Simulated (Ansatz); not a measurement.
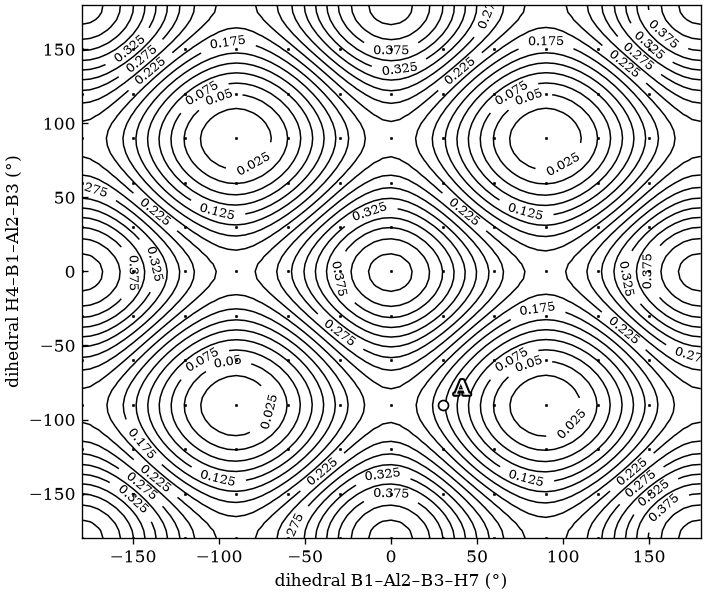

AlB2H5, SMILES [BH2][AlH][BH2]. 
- Coordinates scanned: (1) dihedral B1–Al2–B3–H7; (2) dihedral H4–B1–Al2–B3.
- Nothing is relaxed (all other coordinates rigid).
- The scan uses a 12 × 12 grid.
- Points are written as (first, second).
- Energies: eV, counted from the lowest grid point.
- Computed with RKS B3LYP-D4/def2-TZVP (Ansatz).

Drawn: contour lines labelled in eV, dots at the grid points, the point A. Between grid points the surface is interpolated.

Which way does the force act at A, and how strong is it?

A, at (30°, −90°), is not a stationary point. The computed force is 0.0035 eV for each degree towards larger values of dihedral B1–Al2–B3–H7 and 0.00014 eV for each degree towards smaller values of dihedral H4–B1–Al2–B3.
